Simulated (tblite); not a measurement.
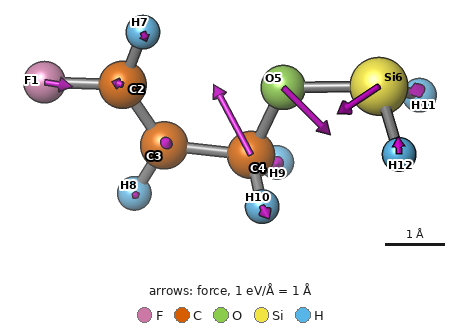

Starting geometry of C3H6FOSi (multiplicity 2) with the computed forces as purple arrows. Style: ball-and-stick. Shown at a tilt.

Level of theory: GFN2-xTB geometry optimisation, gas phase in tblite. 

Is this structure relaxed? If not, where do the atoms go?

It isn't relaxed: the largest force vector, on C4, is 1.42 eV/Å. The final displacements have little in common with the starting forces (cosine between the two patterns 0.23). After 39 geometry steps the energy has fallen by 0.130 eV. The largest moves after the best rigid fit, 0.25 Å, are those of H11 and H12. By element the largest moves are H 0.25 Å, O 0.18 Å, F 0.18 Å, C 0.14 Å, Si 0.07 Å. Among the contacts that change: O5–Si6 1.669 → 1.622 Å, C4–O5 1.427 → 1.400 Å, Si6–H11 1.483 → 1.457 Å, F1–C2 1.360 → 1.343 Å. Among the angles between lasting bonds that change: C4–O5–Si6 117.8° → 128.7°, H11–Si6–H12 107.6° → 112.7°, O5–Si6–H11 108.1° → 112.2°. The run took 0.43 s on 1 thread of Intel(R) Xeon(R) Processor @ 2.70GHz, on a shared host.
